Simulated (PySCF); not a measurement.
## Run report: B$_{5}$H$_{8}$Br, geometry relaxation (part 2 of 2)

The same run, continued: B$_{5}$H$_{8}$Br (nido-B5H9 (Br for H, site a on B)); PBE0-D3(BJ)/def2-SVP geometry optimisation from the GFN2-xTB point and Hessian, gas phase (PySCF 2.14.0). 

Geometry of the input (Å):
```
B  -1.3638  0.2732  -0.0056
B  0.1543  0.9612  0.8894
B  -0.2900  -0.8331  0.4927
B  -0.5295  -0.7369  -1.1132
B  1.2228  -0.4641  -0.4984
H  -2.4339  0.6840  0.2169
Br 0.4393  1.1717  2.8124
H  -0.1983  -1.6154  1.3512
H  -0.7370  -1.4144  -2.0400
H  2.0738  -1.2099  -0.1783
H  0.0056  2.0237  0.3753
H  1.2952  0.5807  0.3530
H  1.4581  0.1023  -1.5147
H  -1.0391  0.4680  -1.2842
```

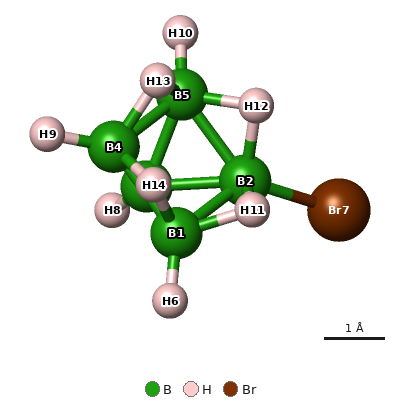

The geometry at step 15 of the log (ball-and-stick view, seen at a tilt; atoms are numbered from 1 in the order of the input).

**Trajectory as extended XYZ, continued**
```
14
Properties=species:S:1:pos:R:3:forces:R:3 step=9 energy=-73535.56380
B    -1.2164    0.4192    0.0284    0.5160   0.3040  -0.0570
B     0.3046    0.6543    0.9543   -0.0350  -0.2110  -0.1550
B    -0.2883   -0.9035    0.5284   -0.1690  -0.1000   0.3120
B    -0.3313   -0.6161   -1.1384    0.2740  -0.0670  -0.0070
B     1.1824   -0.4496   -0.1790    0.3190   0.0080   0.2270
H    -2.3302    0.7753    0.2418   -0.2490   0.0390  -0.1110
Br    0.6461    1.3452    2.7192    0.1040   0.0510   0.0770
H    -0.5190   -1.8363    1.2677    0.0060   0.2950  -0.2930
H    -0.6050   -1.2213   -2.1289   -0.1500  -0.2680   0.0010
H     2.2238   -1.0505   -0.0488   -0.1700   0.2420  -0.2430
H    -0.3932    1.5544    0.2418   -0.2020  -0.3670   0.0580
H     1.3713    0.8779    0.1245   -0.0820  -0.2130   0.0190
H     0.9376   -0.1304   -1.4560   -0.1330   0.1310   0.1520
H    -0.9249    0.5723   -1.2985   -0.0310   0.1580   0.0180
14
Properties=species:S:1:pos:R:3:forces:R:3 step=10 energy=-73535.60264
B    -1.2063    0.4361   -0.0005    0.2110   0.0560   0.0560
B     0.3018    0.6139    0.9966   -0.0200   0.1040  -0.0910
B    -0.2983   -0.8886    0.5269   -0.0650  -0.5510   0.3390
B    -0.2921   -0.6085   -1.1505   -0.5710  -0.0980   0.2740
B     1.1968   -0.4538   -0.1395    0.0640  -0.0860   0.1380
H    -2.3469    0.7562    0.1734   -0.0150  -0.0290  -0.0760
Br    0.7334    1.3940    2.7176   -0.0790  -0.0990  -0.1870
H    -0.5570   -1.8406    1.2147   -0.0900   0.1010  -0.1770
H    -0.6586   -1.2693   -2.0836    0.1330  -0.0680   0.0980
H     2.2682   -1.0174   -0.0836   -0.2900   0.2310  -0.1540
H    -0.4445    1.4954    0.2697    0.1180   0.3020   0.0630
H     1.3532    0.8576    0.1351    0.0040  -0.0490   0.0400
H     0.8730   -0.0993   -1.4063    0.6350   0.3000  -0.4180
H    -0.8653    0.6151   -1.3134   -0.0340  -0.1130   0.0960
14
Properties=species:S:1:pos:R:3:forces:R:3 step=11 energy=-73535.58823
B    -1.1904    0.4446    0.0068   -0.3710  -0.2770  -0.1140
B     0.2845    0.6050    0.9807    0.4430   0.0600   0.5230
B    -0.3043   -0.9096    0.5261    0.1780  -0.1000   0.0860
B    -0.3148   -0.6206   -1.1355    0.2000   0.2610   0.0160
B     1.2070   -0.4462   -0.1585   -0.4890  -0.0520   0.3140
H    -2.3389    0.7426    0.1761    0.0190   0.0000  -0.0680
Br    0.7545    1.4238    2.6893   -0.1700  -0.1810  -0.2850
H    -0.6076   -1.8702    1.1755   -0.0020   0.0720  -0.0450
H    -0.7064   -1.2879   -2.0537    0.2260   0.0320  -0.0010
H     2.2697   -0.9781   -0.0832    0.1470  -0.0760  -0.0420
H    -0.4669    1.4887    0.2782    0.2810   0.5470   0.0860
H     1.3448    0.8503    0.1443   -0.0070   0.0300   0.0000
H     0.9723   -0.0896   -1.4000   -0.4310  -0.0540  -0.3940
H    -0.8461    0.6378   -1.2897   -0.0230  -0.2620  -0.0760
14
Properties=species:S:1:pos:R:3:forces:R:3 step=12 energy=-73535.64519
B    -1.1970    0.4439    0.0043   -0.0400   0.0470   0.0770
B     0.3027    0.6238    0.9875   -0.0450  -0.1410  -0.0420
B    -0.3044   -0.8985    0.5359    0.0970   0.0020   0.0860
B    -0.3003   -0.6139   -1.1370   -0.2200  -0.0010   0.1000
B     1.1877   -0.4422   -0.1470    0.1230  -0.2210   0.0850
H    -2.3489    0.7479    0.1601    0.1040   0.0190  -0.0350
Br    0.7325    1.3707    2.7087    0.0060   0.0350   0.0790
H    -0.5786   -1.8477    1.2147   -0.0500   0.0580  -0.0850
H    -0.6419   -1.2841   -2.0679    0.0260  -0.0740   0.0110
H     2.2568   -0.9973   -0.0934   -0.1590   0.1410  -0.1120
H    -0.4272    1.5240    0.2916   -0.0760   0.0570  -0.0910
H     1.3542    0.8592    0.1311   -0.0060  -0.0040   0.0350
H     0.8918   -0.1016   -1.4256    0.2660   0.1330  -0.1410
H    -0.8698    0.6067   -1.3066   -0.0270  -0.0500   0.0330
14
Properties=species:S:1:pos:R:3:forces:R:3 step=13 energy=-73535.64884
B    -1.1989    0.4408    0.0195    0.2230   0.0640  -0.0540
B     0.3110    0.6171    0.9949   -0.1090   0.0470   0.0790
B    -0.2947   -0.8933    0.5405   -0.1340  -0.3670   0.2240
B    -0.3180   -0.6123   -1.1267    0.2740   0.0930  -0.0480
B     1.1857   -0.4482   -0.1649    0.1170  -0.0370   0.1030
H    -2.3330    0.7759    0.1636   -0.1600  -0.0020   0.0270
Br    0.7074    1.4025    2.7197   -0.0020  -0.0750  -0.1040
H    -0.5961   -1.8581    1.1918    0.0450   0.1350  -0.0910
H    -0.6279   -1.3051   -2.0470   -0.0570  -0.0940  -0.0680
H     2.2519   -0.9975   -0.1423   -0.0370   0.0420  -0.0050
H    -0.4343    1.5125    0.2828    0.0670   0.0950  -0.0230
H     1.3628    0.8472    0.1616    0.0350   0.0460  -0.0680
H     0.9186   -0.0791   -1.4302   -0.1790  -0.0270   0.0090
H    -0.8770    0.5884   -1.3067   -0.0820   0.0800   0.0200
14
Properties=species:S:1:pos:R:3:forces:R:3 step=14 energy=-73535.65840
B    -1.1917    0.4491    0.0151   -0.0300  -0.0460  -0.0450
B     0.3015    0.6163    0.9921    0.0700  -0.0350   0.0700
B    -0.3003   -0.9005    0.5409    0.0630   0.0520  -0.0050
B    -0.3065   -0.6124   -1.1286    0.0430   0.0110  -0.0600
B     1.1914   -0.4453   -0.1531   -0.0770  -0.0420   0.0390
H    -2.3345    0.7731    0.1594   -0.0270  -0.0120   0.0250
Br    0.7137    1.3796    2.7147    0.0060   0.0140   0.0260
H    -0.5989   -1.8536    1.1961   -0.0220  -0.0170   0.0010
H    -0.6299   -1.3148   -2.0438   -0.0060   0.0120   0.0080
H     2.2585   -0.9891   -0.1352    0.0010   0.0280  -0.0100
H    -0.4274    1.5210    0.2831    0.0100   0.0680  -0.0410
H     1.3585    0.8531    0.1484    0.0040  -0.0040   0.0060
H     0.9079   -0.0809   -1.4289   -0.0440  -0.0160   0.0020
H    -0.8848    0.5953   -1.3039    0.0090  -0.0130  -0.0170
14
Properties=species:S:1:pos:R:3:forces:R:3 step=15 energy=-73535.65910
B    -1.1896    0.4489    0.0117   -0.0560   0.0030   0.0170
B     0.3070    0.6187    0.9944   -0.0320  -0.0520   0.0270
B    -0.2991   -0.8996    0.5408   -0.0230  -0.0260   0.0590
B    -0.3023   -0.6106   -1.1324   -0.0430  -0.0060   0.0120
B     1.1867   -0.4469   -0.1498    0.1010  -0.0730   0.0380
H    -2.3379    0.7590    0.1634    0.0420   0.0030   0.0020
Br    0.7196    1.3851    2.7162    0.0010   0.0000   0.0050
H    -0.6113   -1.8577    1.1923    0.0270   0.0930  -0.0620
H    -0.6329   -1.3160   -2.0434    0.0180   0.0200   0.0140
H     2.2579   -0.9845   -0.1354   -0.0170   0.0300  -0.0180
H    -0.4217    1.5237    0.2800   -0.0280   0.0250  -0.0310
H     1.3598    0.8532    0.1501    0.0000  -0.0110   0.0060
H     0.9040   -0.0797   -1.4245    0.0060   0.0080  -0.0640
H    -0.8828    0.5973   -1.3071    0.0040  -0.0150  -0.0050
14
Properties=species:S:1:pos:R:3:forces:R:3 step=16 energy=-73535.66007
B    -1.1913    0.4484    0.0122   -0.0020   0.0190   0.0140
B     0.3060    0.6172    0.9957   -0.0260  -0.0280   0.0000
B    -0.2997   -0.8987    0.5414    0.0240   0.0180   0.0040
B    -0.3043   -0.6107   -1.1314    0.0100   0.0000   0.0080
B     1.1889   -0.4490   -0.1495    0.0060  -0.0330   0.0120
H    -2.3375    0.7616    0.1663    0.0170  -0.0010  -0.0020
Br    0.7156    1.3849    2.7178    0.0010  -0.0020  -0.0010
H    -0.6085   -1.8519    1.1922   -0.0140  -0.0100   0.0020
H    -0.6304   -1.3136   -2.0442   -0.0070  -0.0070  -0.0010
H     2.2609   -0.9834   -0.1382   -0.0070   0.0120  -0.0110
H    -0.4226    1.5228    0.2770   -0.0120   0.0190  -0.0120
H     1.3606    0.8497    0.1528    0.0030   0.0100  -0.0020
H     0.9027   -0.0829   -1.4283    0.0100   0.0120  -0.0120
H    -0.8831    0.5964   -1.3074   -0.0050  -0.0080   0.0020
14
Properties=species:S:1:pos:R:3:forces:R:3 step=17 energy=-73535.66020
B    -1.1895    0.4501    0.0129    0.0010  -0.0050  -0.0100
B     0.3044    0.6159    0.9956    0.0340   0.0090   0.0200
B    -0.2978   -0.8979    0.5423   -0.0180  -0.0540   0.0140
B    -0.3032   -0.6110   -1.1301    0.0100   0.0020  -0.0170
B     1.1910   -0.4503   -0.1490   -0.0130   0.0050   0.0000
H    -2.3346    0.7629    0.1683   -0.0080  -0.0040   0.0010
Br    0.7126    1.3838    2.7175    0.0050   0.0060   0.0090
H    -0.6156   -1.8526    1.1895    0.0100   0.0240  -0.0120
H    -0.6317   -1.3162   -2.0408   -0.0030   0.0000   0.0030
H     2.2654   -0.9801   -0.1424   -0.0110   0.0050  -0.0010
H    -0.4236    1.5241    0.2765   -0.0020   0.0140  -0.0110
H     1.3598    0.8502    0.1526    0.0010  -0.0050   0.0020
H     0.9037   -0.0832   -1.4296   -0.0040   0.0020   0.0060
H    -0.8835    0.5952   -1.3069   -0.0010   0.0010  -0.0050
14
Properties=species:S:1:pos:R:3:forces:R:3 step=18 energy=-73535.66024
B    -1.1894    0.4496    0.0126    0.0050   0.0030  -0.0040
B     0.3056    0.6159    0.9967   -0.0030  -0.0030   0.0030
B    -0.2989   -0.8992    0.5424    0.0100   0.0220  -0.0100
B    -0.3025   -0.6112   -1.1307   -0.0070   0.0000  -0.0050
B     1.1895   -0.4502   -0.1487    0.0110  -0.0070   0.0020
H    -2.3342    0.7639    0.1668   -0.0120  -0.0050   0.0030
Br    0.7141    1.3842    2.7188    0.0000   0.0010  -0.0020
H    -0.6152   -1.8521    1.1901   -0.0030  -0.0110   0.0060
H    -0.6305   -1.3182   -2.0404    0.0020   0.0050   0.0030
H     2.2636   -0.9803   -0.1452   -0.0050   0.0040   0.0030
H    -0.4237    1.5244    0.2749    0.0080  -0.0020   0.0010
H     1.3611    0.8494    0.1552   -0.0010  -0.0010  -0.0020
H     0.9022   -0.0786   -1.4278   -0.0010  -0.0090  -0.0020
H    -0.8843    0.5933   -1.3083   -0.0030   0.0040   0.0030
14
Properties=species:S:1:pos:R:3:forces:R:3 step=19 energy=-73535.66018
B    -1.1892    0.4502    0.0129   -0.0170  -0.0060   0.0040
B     0.3063    0.6162    0.9972   -0.0100  -0.0160  -0.0070
B    -0.2987   -0.8992    0.5416    0.0080   0.0300  -0.0060
B    -0.3022   -0.6090   -1.1316   -0.0020  -0.0100   0.0090
B     1.1898   -0.4514   -0.1480   -0.0280   0.0180   0.0060
H    -2.3370    0.7566    0.1693    0.0190   0.0050  -0.0040
Br    0.7171    1.3882    2.7176   -0.0040  -0.0080  -0.0110
H    -0.6169   -1.8525    1.1876   -0.0040  -0.0120   0.0090
H    -0.6322   -1.3139   -2.0420    0.0010  -0.0010   0.0020
H     2.2626   -0.9800   -0.1402    0.0360  -0.0170  -0.0040
H    -0.4240    1.5242    0.2747    0.0030   0.0090   0.0080
H     1.3595    0.8493    0.1531    0.0040   0.0010   0.0040
H     0.9063   -0.0849   -1.4289   -0.0140   0.0120  -0.0050
H    -0.8841    0.5970   -1.3069    0.0070  -0.0050  -0.0050
14
Properties=species:S:1:pos:R:3:forces:R:3 step=20 energy=-73535.66030
B    -1.1894    0.4503    0.0122    0.0000   0.0000   0.0040
B     0.3058    0.6160    0.9969   -0.0010  -0.0020  -0.0030
B    -0.2984   -0.8983    0.5420   -0.0060  -0.0120   0.0070
B    -0.3031   -0.6108   -1.1309    0.0070   0.0050   0.0030
B     1.1900   -0.4504   -0.1484    0.0000  -0.0020  -0.0060
H    -2.3358    0.7605    0.1676    0.0070   0.0010   0.0000
Br    0.7140    1.3846    2.7186    0.0020   0.0010   0.0010
H    -0.6156   -1.8519    1.1895    0.0010   0.0060  -0.0030
H    -0.6314   -1.3168   -2.0407   -0.0030  -0.0020  -0.0020
H     2.2643   -0.9799   -0.1431   -0.0050   0.0020  -0.0010
H    -0.4222    1.5245    0.2752   -0.0060   0.0040  -0.0040
H     1.3610    0.8494    0.1542    0.0000   0.0000   0.0000
H     0.9022   -0.0816   -1.4288    0.0050   0.0010   0.0010
H    -0.8840    0.5951   -1.3080   -0.0010  -0.0010   0.0010
14
Properties=species:S:1:pos:R:3:forces:R:3 step=21 energy=-73535.66031
B    -1.1894    0.4497    0.0127    0.0030   0.0040  -0.0030
B     0.3054    0.6158    0.9965    0.0040   0.0050   0.0080
B    -0.2987   -0.8988    0.5424    0.0030   0.0020  -0.0080
B    -0.3022   -0.6106   -1.1308   -0.0090  -0.0040  -0.0040
B     1.1897   -0.4505   -0.1486    0.0040  -0.0010   0.0040
H    -2.3349    0.7616    0.1678   -0.0070  -0.0010   0.0000
Br    0.7146    1.3849    2.7181    0.0000   0.0000  -0.0010
H    -0.6159   -1.8522    1.1896    0.0000  -0.0030   0.0020
H    -0.6311   -1.3166   -2.0407    0.0010   0.0010   0.0020
H     2.2637   -0.9801   -0.1436    0.0000   0.0000   0.0010
H    -0.4237    1.5246    0.2750    0.0030  -0.0030   0.0010
H     1.3605    0.8493    0.1542    0.0010   0.0000  -0.0010
H     0.9033   -0.0809   -1.4285   -0.0030  -0.0020  -0.0010
H    -0.8839    0.5946   -1.3077   -0.0010   0.0010   0.0000
```

**Key numbers**

| quantity | value |
| --- | --- |
| outcome | converged |
| total energy | −2702.385695 hartree |
| hardware | 1 CPU thread, shared host |
| wall time | 8.5 min |
| peak memory | 0.65 GiB |
